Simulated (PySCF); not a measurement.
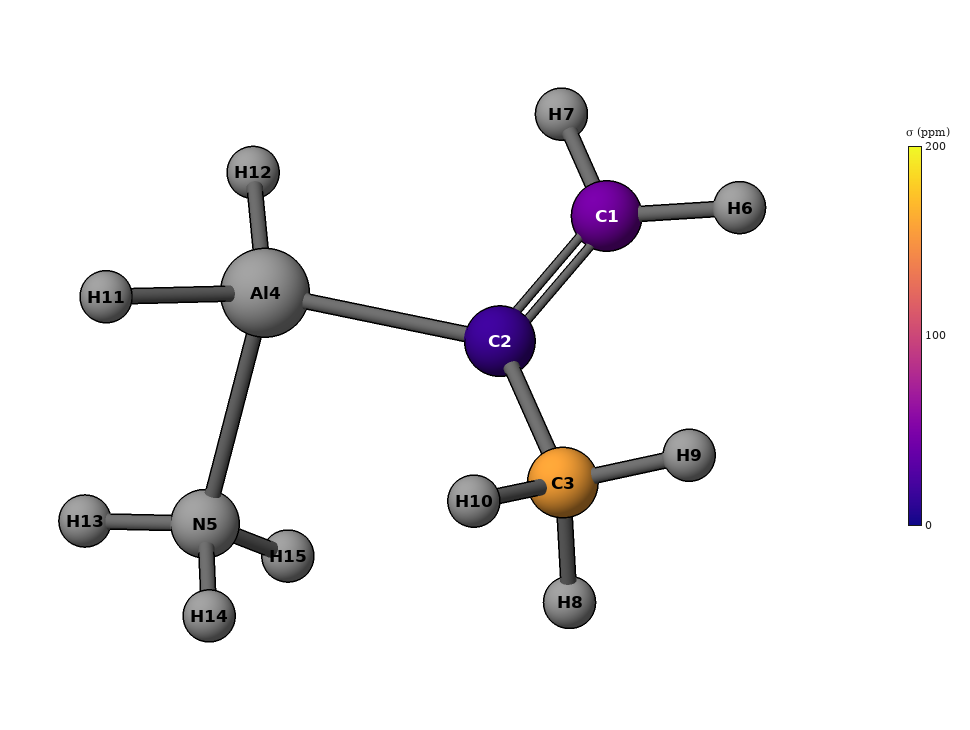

Atoms are coloured by their isotropic NMR shieldings (C only, the others grey). Computed geometry: GFN2-xTB optimisation. No frequency run is at hand to confirm it as a minimum. Properties computed with GIAO PBE0/pcSseg-1 NMR shielding, non-relativistic, gas phase (PySCF 2.14.0).

Give the isotropic NMR shieldings of the C atoms atom by atom.

```
atom  σ (ppm)
  C1     47.4
  C2     18.8
  C3    158.2
```

The geometry is semi-empirical. Around Al such bond lengths and angles can be off by a tenth of an ångström or more and by several degrees, and values that hang on the shape move with them.
